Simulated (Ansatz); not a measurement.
A computed series for hypothetical diamond Te: pressure series

Consider Te in the diamond structure (space group Fd-3m, No. 227; a = 7.061 Å; a hypothetical phase, not in the database extracts checked).

Cell and atoms are relaxed at each pressure.

Level of theory: PBEsol (Ansatz, an electronic-structure program), no spin-orbit coupling.

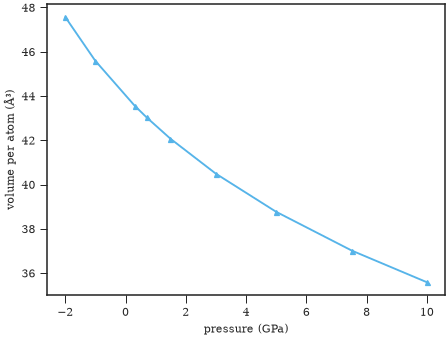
Figure. Volume against pressure

Question: Estimate the zero-pressure bulk modulus from the plot.

Answer: About 30 GPa; a third-order Birch–Murnaghan fit to the points gives V₀ = 44.00 Å³/atom, B₀ = 30 GPa and B₀′ = 4.2.

Load acts through the strain it causes; cell and atoms are relaxed under it. Stability against distortions was not tested. No other phases were tried under pressure.
